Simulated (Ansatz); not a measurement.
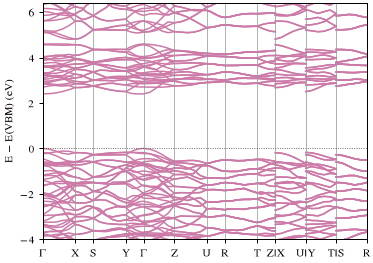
Figure: Band structure from DFT-PBE in the program Ansatz with PAW potentials

Q: Read off the gap and where the band edges lie.

A: About 2.4 eV (2.40 eV by a search for the band edges); maximum at Γ, minimum on the Y–Γ line, 69 % of the way from Y.

Q: Which of these materials gives this?
(A) TiO2, Pbca (Ti on 8c, O on 8c, O on 8c)
(B) HfO2, Pca2_1 (Hf on 4a, O on 4a, O on 4a)
(C) Sn3O4, Pbam (Sn on 4h, Sn on 2c, O on 4g, O on 4h)
(D) ZrO2, Pca2_1 (Zr on 4a, O on 4a, O on 4a)

A: A, TiO2, Pbca (Ti on 8c, O on 8c, O on 8c)

The PBE relaxation kept the symmetry of its start. No spin polarisation was allowed.

Potentials: the earlier of the program's two PAW sets.
